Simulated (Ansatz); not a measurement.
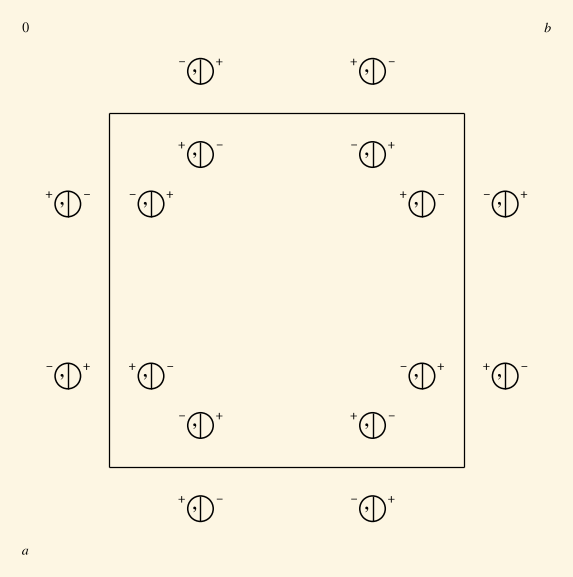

General positions of a space group, projected down c, computed from the operations of a computed or model structure of composition KScS2, which need not be its known form.

A circle is a general position, a comma marks the mirror image, + and − with a fraction give the height (along the projection axis: ½+ is ½ plus the coordinate, − is its negative), and a split circle stands for two positions above each other.

**Give the Hermann–Mauguin symbol and number.**

P4/mmm, No. 123; primitive tetragonal, point group 4/mmm, 16 general positions a cell.

**Write the general positions (in any order).**

x, y, z
−x, −y, −z
−y, x, z
y, −x, −z
−x, −y, z
x, y, −z
y, −x, z
−y, x, −z
x, −y, −z
−x, y, z
−y, −x, −z
y, x, z
−x, y, −z
x, −y, z
y, x, −z
−y, −x, z
